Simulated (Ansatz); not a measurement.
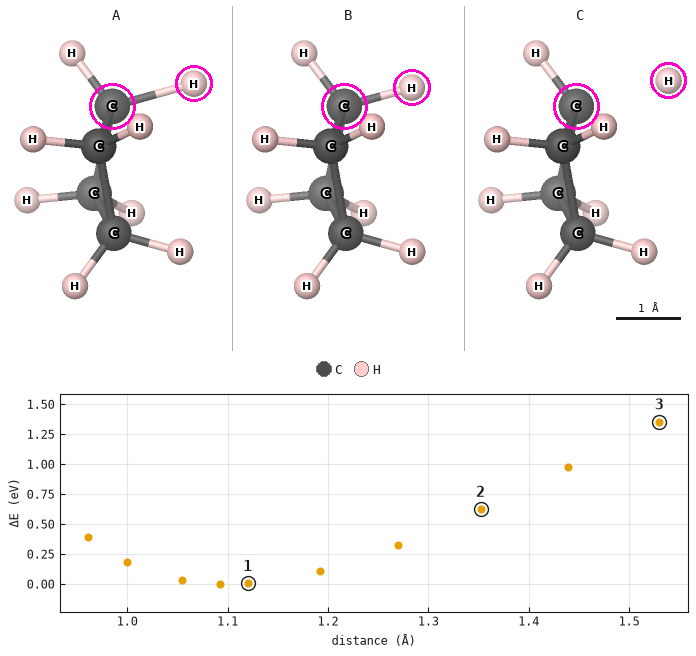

C4H8: one C–H bond length is varied, with the rest of the molecule carried along rigidly. The frames are shuffled; the numbered points of the plot belong to them. The picture is a ball-and-stick view, seen from a free direction. The ringed atoms are those of the scanned coordinate.

Level of theory: PBE-D4 (def2-TZVPP, Ansatz), on geometries moved rigidly from the minimum at PBE0-D4/def2-TZVP. Energies are counted from the PBE0-D4/def2-TZVP minimum geometry at the same level.

**Which frame belongs to which numbered point?**

Point 1 is frame B (the distance 1.120 Å, 0.005 eV); 2 is frame A (the distance 1.352 Å, 0.624 eV); 3 is frame C (the distance 1.530 Å, 1.354 eV). The lowest computed point lies at the distance 1.093 Å (0.000 eV). The end points stand at 0.394 eV (0.961 Å) and 1.354 eV (1.530 Å). The curvature at the lowest point is about 33 eV/Å² (5.3 mdyn/Å). The well is steeper on the short side, as for any bond.
